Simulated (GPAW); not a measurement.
## Quasiparticle gap of SnSeS (P3m1) in GPAW

Aim: the G0W0 gap of SnSeS (P3m1) on LDA, step by step.

Main program and level: GPAW 26.7.0; LDA and many-body steps on it, plane waves.

### 1. Set-up

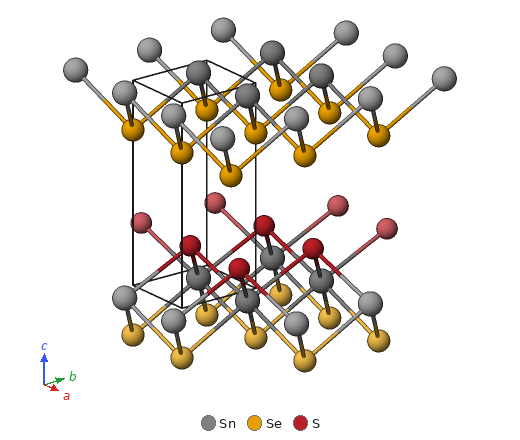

Start, viewed slightly off an axis; tin grey, selenium orange, sulfur red. 2×2×1 cells are drawn. Some periodic images of atoms are drawn too.

As a file:

```
Sn Se S
1.0
     3.76020    0.00000    0.00000
    -1.88010    3.25643    0.00000
     0.00000    0.00000    6.36403
Sn Se S
1 1 1
Direct
  0.33333 0.66667 0.00765
  0.00000 0.00000 0.75771
  0.66667 0.33333 0.23464
```

The cell and positions are those that the Materials Project relaxed with its own functionals (PBE, PBE+U or r2SCAN), kept fixed.

### 2. Ground state

This step: GPAW 26.7.0; DFT, LDA, plane waves, PAW.

The ground-state density comes first.

run.py

```python
import json
import numpy as np
from gpaw.mpi import world
from ase import Atoms
from gpaw import GPAW, PW, FermiDirac

atoms = Atoms(['Sn', 'Se', 'S'],
    cell=[[3.7602027100, 0.0000000000, 0.0000000000],
      [-1.8801013550, 3.2564310702, 0.0000000000],
      [0.0000000000, 0.0000000000, 6.3640250100]],
    scaled_positions=[[0.3333333333, 0.6666666667, 0.0076460600],
      [0.0000000000, 0.0000000000, 0.7577104000],
      [0.6666666667, 0.3333333333, 0.2346445400]],
    pbc=(True, True, True))
calc = GPAW(mode=PW(450),
    xc='LDA',
    kpts={'size': (6, 6, 4), 'gamma': True},
    occupations=FermiDirac(0.001),
    nbands=-7,
    convergence={'density': 1e-6, 'bands': -3},
    maxiter=100,
    txt='gs.txt')
atoms.calc = calc
res = {'energy': atoms.get_potential_energy()}
kpts = calc.get_ibz_k_points()
res['kpts'] = kpts
res['eigenvalues'] = [calc.get_eigenvalues(kpt=k) for k in range(len(kpts))]
res['n_electrons'] = calc.get_number_of_electrons()
calc.write('gs.gpw')

if world.rank == 0:
    with open('result.json', 'w') as f:
        json.dump(res, f, default=lambda x: x.tolist())
```

Command:

```bash
$ mpirun -n 4 gpaw python run.py
```

Numbers of over 12 decimals in the logs are rounded to 6 here.

Output:

```text
__  _  _
 | _ |_)|_||  |
 |__||  | ||/\| - 26.7.0

Input parameters:
  mode=PW(ecut=450.000000),
  convergence={'density': 1e-06, 'bands': -3},
  kpts=MonkhorstPack(size=(6, 6, 4), gamma=True),
  maxiter=100,
  nbands=-7,
  occupations=Occupations(name='fermi-dirac', width=0.001, fixmagmom=False),
  xc=XC(name='LDA')
  [... matrices ...]
Diagonalizing LCAO Hamiltonian
Converting LCAO to pw mode

       Se

            S
        Sn

Atoms  # Å, Bohr magnetons
|   | symbol |         x |        y |        z |    initial magnetic moments |
| 0 |     Sn | -0.000000 | 2.170954 | 0.048660 | ( 0.0000,  0.0000,  0.0000) |
| 1 |     Se |  0.000000 | 0.000000 | 4.822088 | ( 0.0000,  0.0000,  0.0000) |
| 2 |      S |  1.880101 | 1.085477 | 1.493284 | ( 0.0000,  0.0000,  0.0000) |

Unit cell  # Å
| periodic |         x |        y |        z |  lengths |     angles |
|      yes |  3.760203 | 0.000000 | 0.000000 | 3.760203 |  90.000000 |
|      yes | -1.880101 | 3.256431 | 0.000000 | 3.760203 |  90.000000 |
|      yes |  0.000000 | 0.000000 | 6.364025 | 6.364025 | 120.000000 |

Number of symmetries: 6
Symmetry operations  # r_c * U_cc + t_c -> r_c
|   | kind |            matrix            |
| 0 |  σ   |  1, 1, 0,  0,-1, 0,  0, 0, 1 |
| 1 |  E   |  1, 0, 0,  0, 1, 0,  0, 0, 1 |
| 2 |  C3  |  0, 1, 0, -1,-1, 0,  0, 0, 1 |
| 3 |  σ   |  0,-1, 0, -1, 0, 0,  0, 0, 1 |
| 4 |  σ   | -1, 0, 0,  1, 1, 0,  0, 0, 1 |
| 5 |  C3  | -1,-1, 0,  1, 0, 0,  0, 0, 1 |

BZ-sampling:
  Number of BZ points: 144
  Number of IBZ points: 24

  Monkhorst-Pack size: [6, 6, 4]
  Monkhorst-Pack shift: [0.083333, 0.083333, 0.125]

K-points  # in reciprocal-cell coordinates
|     |                                coordinates |     weight |
|   0 | (  0.00000000,   0.00000000,   0.00000000) | 0.00694444 |
|   1 | (  0.00000000,   0.00000000,   0.25000000) | 0.01388889 |
|   2 | (  0.00000000,   0.00000000,   0.50000000) | 0.00694444 |
|   3 | (  0.16666667,   0.00000000,  -0.25000000) | 0.04166667 |
|   4 | (  0.16666667,   0.00000000,   0.00000000) | 0.04166667 |
|   5 | (  0.16666667,   0.00000000,   0.25000000) | 0.04166667 |
|   6 | (  0.16666667,   0.00000000,   0.50000000) | 0.04166667 |
|   7 | (  0.33333333,  -0.16666667,   0.00000000) | 0.04166667 |
|   8 | (  0.33333333,  -0.16666667,   0.25000000) | 0.08333333 |
|   9 | (  0.33333333,  -0.16666667,   0.50000000) | 0.04166667 |
| ... |                                            |            |
|  23 | (  0.50000000,   0.50000000,   0.50000000) | 0.02083333 |

Plane wave coefficients: 1708
Cutoff: 450.000000 eV

Spin-components: 1 (collinear spins)
Bands:           20
Projectors:      16
Spin-degeneracy: 2
Datatype:        complex128

  Storage: CPU
  Wave functions: 12_986_880 bytes (3_246_720 per core)
  Projectors: 18_181_632 bytes (4_545_408 per core)
  [... matrices ...]
Parallelization:
  kpt:    4
  domain: 1
  band:   1

Density:
  Valence electrons: 26.0
  Components: 1
  Grid points: [20 20 32]
  Charge: 0.0  # |e|

Potential:
  Grid points: [20 20 32]

species:
  Sn:
    name:    Tin
    Z:       50.0
    valence: 14
    core:    36
    charge:  0.0  # [|e|]
    compensation charges:
      type: gauss
      rc: 0.38  # [Å]
      lmax: 2
    cutoffs:
      filter: 2.23  # [Å]
      core: 2.35  # [Å]
    projectors
    | kind |    occ | energy [eV] | rcut [Å] |
    |   5s |  2.000 |     -10.799 |    1.201 |
    |   5p |  2.000 |      -3.869 |    1.270 |
    |   4d | 10.000 |     -25.910 |    1.185 |
    |    s |        |      16.413 |    1.201 |
    |    p |        |      23.342 |    1.270 |
    |    d |        |       1.302 |    1.185 |

    Using partial waves for Sn as LCAO basis

  Se:
    name:    Selenium
    Z:       34.0
    valence: 6
    core:    28
    charge:  0.0  # [|e|]
    compensation charges:
      type: gauss
      rc: 0.27  # [Å]
      lmax: 2
    cutoffs:
      filter: 1.77  # [Å]
      core: 2.67  # [Å]
    projectors
    | kind |    occ | energy [eV] | rcut [Å] |
    |   4s |  2.000 |     -17.472 |    0.847 |
    |   4p |  4.000 |      -6.656 |    1.005 |
    |    s |        |       9.739 |    0.847 |
    |    p |        |      20.555 |    1.005 |
    |    d |        |       0.000 |    0.847 |

    Using partial waves for Se as LCAO basis

  S:
    name:    Sulfur
    Z:       16.0
    valence: 6
    core:    10
    charge:  0.0  # [|e|]
    compensation charges:
      type: gauss
      rc: 0.24  # [Å]
      lmax: 2
    cutoffs:
      filter: 1.77  # [Å]
      core: 1.66  # [Å]
    projectors
    | kind |    occ | energy [eV] | rcut [Å] |
    |   3s |  2.000 |     -17.278 |    0.974 |
    |   3p |  4.000 |      -7.106 |    0.979 |
    |    s |        |       9.933 |    0.974 |
    |    p |        |      20.105 |    0.979 |
    |    d |        |       0.000 |    0.900 |

    Using partial waves for S as LCAO basis

Reference energy: -244707.344395  # eV

eigensolver:
  PPCG
  Converge bands: -3
  niter=2

density mixing:
  MSR1-Mixer
  Pratt-step length: 0.05
  Maximum mixing coefficient: 0.75
  Old densities: 10
  SVD Regularization: 0.005
  Good broyden scale: 1.0
  Trust region scale: 1.0
  Backstep threshold: 4.0
  History deletion threshold: 6.0
  Fourier metric: weight=20.0, sigma=0.015

occupation numbers:
  Fermi-Dirac:
    width: 0.0010  # eV

poisson solver:
  ecut: 3600.000000  # eV

xc functional:
  name: None

Initialization done in: 0.977 s

convergence criteria:
- Maximum integral of absolute [dens]ity change: 1e-06 electrons / valence electron
- Maximum [total energy] change in last 3 cyles: 0.0005 eV / valence electron
- Maximum integral of absolute [eigenst]ate change: 4e-08 eV^2 / valence electron
maximum number of iterations: 100

SCF iterations
|iter     |     time |      energy | eigst |  dens |
|iter:   1|  |  -14.877296 | +0.64 |       |
|iter:   2|  |  -14.805166 | -0.77 | -1.20 |
|iter:   3|  |  -14.535649 | -1.60 | -1.24 |
|iter:   4|  |  -14.514883 | -2.22 | -1.70 |
|iter:   5|  |  -14.514100 | -3.53 | -2.14 |
|iter:   6|  |  -14.513456c| -3.70 | -2.49 |
|iter:   7|  |  -14.513359c| -4.39 | -3.07 |
|iter:   8|  |  -14.513358c| -6.08 | -3.47 |
|iter:   9|  |  -14.513359c| -7.12 | -4.08 |
|iter:  10|  |  -14.513359c| -7.44c| -4.67 |
|iter:  11|  |  -14.513359c| -7.95c| -5.64 |
|iter:  12|  |  -14.513359c| -8.28c| -6.16c|

Converged in 12 steps
SCF loop duration: 2.992 s (0.249 s/step)
Energy contributions relative to reference atoms: (reference = -244707.344395)
  [... matrices ...]
Energy contributions:
  Kinetic:          17.831622
  Coulomb:         -16.754257
  Zero:             -0.044834
  External:          0.000000
  Xc:              -15.545890
  Entropy:          -0.000000
  Spinorbit:         0.000000
  ----------------------------
  Free energy:     -14.513359
  Extrapolated:    -14.513359

dipole moment: (-8.272510, -11.257092, -20.278816)  # |e|*Ang

Fermi level: 4.491
Eigenvalues  # (at kpt = [0.000, 0.000, 0.000])
| band index |      eig [eV] | occ [0-2] |
|          0 |       -17.113 |     2.000 |
|        ... |               |           |
|          5 |        -9.813 |     2.000 |
|          6 |        -8.082 |     2.000 |
|          7 |        -1.864 |     2.000 |
|          8 |         2.966 |     2.000 |
|          9 |         2.966 |     2.000 |
|         10 |         3.586 |     2.000 |
|         11 |         3.849 |     2.000 |
|         12 |         3.849 |     2.000 |
|         13 |         5.031 |     0.000 |
|         14 |         7.021 |     0.000 |
|         15 |         8.666 |     0.000 |
|         16 |         8.666 |     0.000 |
|         17 |        11.801 |     0.000 |
|         18 |        12.969 |     0.000 |
|         19 |        13.247 |     0.000 |

Gap: 0.852 eV
Transition (v -> c):
  (s=0, k=2, n=12, [0.00, 0.00, 0.50]) -> (s=0, k=23, n=13, [0.50, 0.50, 0.50])
Direct/indirect transitions are different
Direct gap: 1.182 eV
Transition at: (s=0, k=0, n=12, [0.00, 0.00, 0.00])
# Writing to gs.gpw (mode='')
  [... matrices ...]
```

The job ended after 5.7 s (4 MPI ranks of Arm Neoverse V1, shared host; peak memory 0.65 GiB).

This step gave:

```
total energy               : -14.51 eV
gap                        : 0.8516 eV
k of the valence top       : 0, 0, 0.5
k of the conduction bottom : 0.5, 0.5, 0.5
least direct gap           : 1.182 eV
```

The gap is indirect, with the least direct gap 0.33 eV higher.

### 3. Empty states on the mesh, 3×3×2 mesh, 102 bands

The sums over transitions need many empty states on a uniform mesh; this step solves for them.

run.py

```python
import json
import numpy as np
from gpaw.mpi import world
from gpaw import GPAW

calc = GPAW('gs.gpw').fixed_density(kpts={'size': (3, 3, 2), 'gamma': True},
    nbands=119,
    convergence={'bands': 102},
    txt='nscf.txt')
calc.write('full.gpw', mode='all')
res = {}
kpts = calc.get_ibz_k_points()
res['kpts'] = kpts
res['eigenvalues'] = [calc.get_eigenvalues(kpt=k) for k in range(len(kpts))]
res['n_electrons'] = calc.get_number_of_electrons()

if world.rank == 0:
    with open('result.json', 'w') as f:
        json.dump(res, f, default=lambda x: x.tolist())
```

Command:

```bash
$ mpirun -n 4 gpaw python run.py
```

Output:

```text
Diagonalizing LCAO Hamiltonian
Converting LCAO to pw mode
convergence criteria:
- Maximum integral of absolute [eigenst]ate change: 4e-08 eV^2 / valence electron
maximum number of iterations: 100

SCF iterations
|iter     |     time |      energy | eigst |  dens |
|iter:   1|  |             | +4.03 |       |
|iter:   2|  |             | +2.82 |       |
|iter:   3|  |             | +1.73 |       |
[...]
|iter:  14|  |             | -6.85 |       |
|iter:  15|  |             | -7.34 |       |
|iter:  16|  |             | -7.54c|       |
SCF steps: 16
  __  _  _
 | _ |_)|_||  |
 |__||  | ||/\| - 26.7.0

Input parameters:
  mode=PW(ecut=450.000000),
  convergence={'bands': 102},
  gpts=array([20, 20, 32]),
  kpts=MonkhorstPack(size=(3, 3, 2), gamma=True),
  maxiter=100,
  nbands=119,
  occupations=Occupations(name='fermi-dirac', width=0.001, fixmagmom=False),
  parallel={},
  xc=XC(name='LDA')
# Writing to full.gpw (mode='all')
  [... matrices ...]

timing:  # [seconds]
  Total: 0.047  # ━━━━━━━━━━━━━━━━━━━━━━━━━━━━━━━━━━━━━━━━━━━━━━━━━━━━━━━━━━━
```

Run time: 12 s. Hardware: 4 MPI ranks; peak memory 0.67 GiB.

This step gave:

* gap: 1.134 eV
* k of the valence top: 0, 0, 0.5
* k of the conduction bottom: 0, 0, 0
* least direct gap: 1.182 eV
* k points computed: 6
* lowest point of the top converged band, above the valence top: 55.5040 eV

On this mesh the gap is 1.134 eV. The earlier step found 0.852 eV, so this mesh misses an edge.

### 4. Screening and self-energy, 3×3×2 mesh, 92 bands, screening to 65 eV

Now the one-shot GW correction: screening in the RPA, then the self-energy of the levels asked for.

This step: G0W0 on LDA, plane waves, PAW.

run.py

```python
import json
import numpy as np
from gpaw.mpi import world
from gpaw.response.g0w0 import G0W0

gw = G0W0('full.gpw',
    filename='gw',
    kpts=[0, 1],
    bands=(11, 15),
    ecut=65,
    nbands=92,
    integrate_gamma='WS',
    ppa=True)
gw.calculate()
res = {mode: {k: v for k, v in r.items() if k != 'sigma_eskwn'}
       for mode, r in gw.all_results.items()}

if world.rank == 0:
    with open('result.json', 'w') as f:
        json.dump(res, f, default=lambda x: x.tolist())
```

Command:

```bash
$ mpirun -n 4 gpaw python run.py
```

Output:

```text
Using integrator: PointIntegrator
FrequencyGridDescriptor(from 0.000+0.000j to 0.000+27.211j eV, 2 points)
Nonperiodic BCs:  [False False False]
Using integrator: PointIntegrator
FrequencyGridDescriptor(from 0.000+0.000j to 0.000+27.211j eV, 2 points)
Nonperiodic BCs:  [False False False]
  ___  _ _ _
 |   || | | |
 | | || | | |
 |__ ||_____|
 |___|

BZ k-points: Symmetries present (total): 6

  [... matrices ...]
18 k-points: 3 x 3 x 2 Monkhorst-Pack grid + [0.000000,0.000000,1/4]
6 k-points in the irreducible part of the Brillouin zone
       k-points in crystal coordinates                weights
   0:     0.00000000    0.00000000    0.00000000          1/18
   1:     0.00000000    0.00000000    0.50000000          1/18
   2:     0.33333333    0.00000000    0.00000000          6/18
   3:     0.33333333    0.00000000    0.50000000          6/18
   4:     0.33333333    0.33333333    0.00000000          2/18
   5:     0.33333333    0.33333333    0.50000000          2/18

Distributing spins, k-points and bands (1 x 2 x 4) over 4 processes
Number of blocks: 1

Quasi particle states:
k-points (IBZ indices): [0, 1]
Band range: (11, 15)
  [... matrices ...]
Computational parameters:
Plane wave cut-off: 65 eV
Number of bands: 92
Coulomb cutoff: None
Broadening: 0.1 eV

fxc modes: GW
Kernel: RPA
Using Godby-Needs plasmon-pole approximation:
  Fitting energy: i*E0, E0 = 1.000 Hartree
Summing all q:

Calculating screened Coulomb potential
No Coulomb truncation
FrequencyGridDescriptor(from 0.000+0.000j to 0.000+27.211j eV, 2 points)
Removing empty qpoint cache files...

Calculating chi0 body with:
    Ground state adapter containing:
    Number of spins: 1
    Number of kpoints: 18
    Number of irreducible kpoints: 6
    Number of completely occupied states: 13
    Number of partially occupied states: 13
    Occupied states memory: 2.5390625 M / cpu

    Linear response parametrization:
    q_c: [0.0, 0.0, 0.0]
    Number of frequency points: 2
    Planewave cutoff: 65.0
    Number of bands: 92
    Number of planewaves: 99
    Broadening (eta): 1e-06
    comm.size: 4
    kncomm.size: 4
    blockcomm.size: 1

    Memory estimate of potentially large arrays:
        chi0_wGG: 0.299103 M / cpu
Integrating chi0 body.

Symmetries of q_c:
    Direct symmetries (Uq -> q): 6
    Indirect symmetries (TUq -> q): 6
In total 12 allowed symmetries.

  [... matrices ...]
6 groups of equivalent kpoints. 66.666667% reduction.

Integral kind: response function
Integrating chi0 head and wings.

Symmetries of q_c:
    Direct symmetries (Uq -> q): 6
    Indirect symmetries (TUq -> q): 6
In total 12 allowed symmetries.

  [... matrices ...]
6 groups of equivalent kpoints. 66.666667% reduction.

Integral kind: response function wings

Calculating chi0 body with:
    Ground state adapter containing:
    Number of spins: 1
    Number of kpoints: 18
    Number of irreducible kpoints: 6
    Number of completely occupied states: 13
    Number of partially occupied states: 13
    Occupied states memory: 2.5390625 M / cpu

[... the further q-points ...]

Results:
f:      Occupation numbers
eps:     KS-eigenvalues [eV]
vxc:     KS vxc [eV]
exx:     Exact exchange [eV]
sigma:   Self-energies [eV]
dsigma:  Self-energy derivatives
Z:       Renormalization factors
qp:      QP-energies [eV]

k-point 0 (0): (0.000, 0.000, 0.000)                GW
band       f     eps     vxc     exx   sigma  dsigma       Z      qp
                                                                   GW
  11   1.000   3.849 -15.842 -17.986   2.198  -0.290   0.775   3.891
  12   1.000   3.849 -15.842 -17.986   2.198  -0.290   0.775   3.891
  13   0.000   5.031 -15.172 -11.007  -2.975  -0.255   0.797   5.980
  14   0.000   7.021 -12.808  -7.831  -3.938  -0.246   0.803   7.855

k-point 1 (1): (0.000, 0.000, 0.500)                GW
band       f     eps     vxc     exx   sigma  dsigma       Z      qp
                                                                   GW
  11   1.000   3.897 -15.940 -18.070   2.190  -0.290   0.775   3.943
  12   1.000   3.897 -15.940 -18.070   2.190  -0.290   0.775   3.943
  13   0.000   6.102 -16.033 -11.531  -3.183  -0.267   0.789   7.143
  14   0.000   7.041 -13.370  -8.410  -3.868  -0.246   0.802   7.917
```

The job ended after 9.2 s (4 MPI ranks; peak memory 1.2 GiB).

Numbers from this step:

```
G0W0 gap on the points computed              : 2.036 eV
least direct G0W0 gap on the computed points : 2.089 eV
Z at the valence top                         : 0.7751
Z at the conduction bottom                   : 0.7971
starting gap on the mesh                     : 1.134 eV
k of the valence top                         : 0, 0, 0.5
k of the conduction bottom                   : 0, 0, 0
```

The gap on the mesh goes from 1.13 eV to 2.04 eV, a correction of +0.90 eV. The start differs from the 0.85 eV found before because the two sample other k points.

Limits: finite bands, cutoff and mesh; no spin-orbit coupling; coarse k mesh. v1 is the top filled band, c1 the lowest empty one. Levels before and after the correction, in eV, zero at the valence-band top of each column:

|  | conduction bottom | valence top |
| --- | --- | --- |
| Kohn-Sham | 1.13 | 0.00 |
| G0W0 | 2.04 | 0.00 |

|  | level | energy (eV) |
| --- | --- | --- |
| Kohn-Sham | Γ v2-v1 | -0.048 |
| Kohn-Sham | Γ c1 | 1.134 |
| Kohn-Sham | Γ c2 | 3.123 |
| Kohn-Sham | (0 0 0.5) v2-v1 | 0.000 |
| Kohn-Sham | (0 0 0.5) c1 | 2.205 |
| Kohn-Sham | (0 0 0.5) c2 | 3.144 |
| G0W0 | Γ v2-v1 | -0.052 |
| G0W0 | Γ c1 | 2.036 |
| G0W0 | Γ c2 | 3.911 |
| G0W0 | (0 0 0.5) v2-v1 | 0.000 |
| G0W0 | (0 0 0.5) c1 | 3.199 |
| G0W0 | (0 0 0.5) c2 | 3.973 |

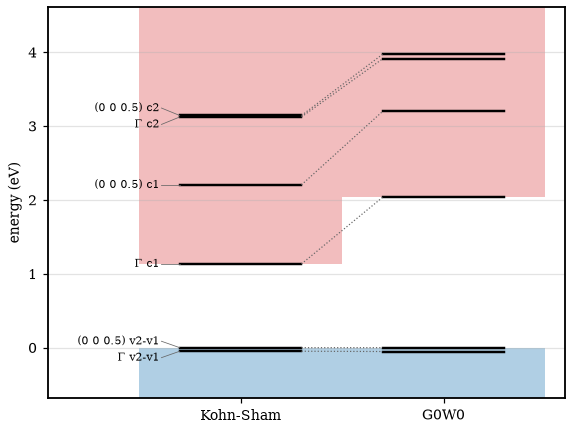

Levels before and after the correction. Shaded: valence and conduction bands.

### 5. Where the time went

Times are wall times on 4 MPI ranks of Arm Neoverse V1, shared host, good to a factor of about two.

| step | time | share | memory (GiB) |
| --- | --- | --- | --- |
| ground state | 5.7 s | 21 % | 0.65 |
| empty states on the mesh | 12 s | 45 % | 0.67 |
| screening and self-energy | 9.2 s | 34 % | 1.2 |

### 6. Summary of results

```json
{
  "LDA gap": "0.85 eV, indirect",
  "G0W0 gap on the mesh": "2.04 eV",
  "G0W0 gap over the zone (rigid shift)": "1.75 eV",
  "GW settings": "3×3×2 mesh, 92 bands, screening to 65 eV, Godby-Needs plasmon pole",
  "known limits": "not at the basis limit; no spin-orbit coupling; coarse k mesh"
}
```

**Reading.** G0W0 moves the gap on the mesh from 1.13 eV to 2.04 eV (+0.90 eV), with Z of 0.78 and 0.80 at the edges. The mesh misses the band edges by 0.28 eV in all; a rigid shift gives 1.75 eV for the zone. Only 2 of the mesh's irreducible points were corrected, so a valley elsewhere could overtake. Bands and cutoff are finite, so the gap is not at the basis limit. The miss can reach some tenths of an eV and take either sign; the mesh is an error of its own. These stock PAW sets were not made for GW; the filled d or f shell of Se lies in the frozen core, which bears on start and correction. In the G0W0 run levels were corrected at 2 k points alone, so a gap called «on the mesh» is the least over those, and an edge elsewhere would be missed. A denser mesh or path gives a starting gap of 0.85 eV: the GW mesh misses a band edge, so its gaps are not the fundamental one. The 3×3×2 mesh is coarse for this cell, which bears on the long-range parts of exchange and screening. The many-body steps are scalar-relativistic: spin-orbit coupling is not in them.

[Paths, hosts, dates, memory and timing lines, banners, echoed tables and standing remarks are left out of the program output.]

[Logs are printed without paths, hosts, clocks, repeated set-up lines and the standing remarks that a program may print on its own settings, such as how far it seeks lower states.]

[Runs of the session that timed out or met a known fault of the program may be left out.]

[Hosts, paths, dates, database ids (printed as entryN), source tags and the programs' standing remarks are cut or masked in the printed files.]
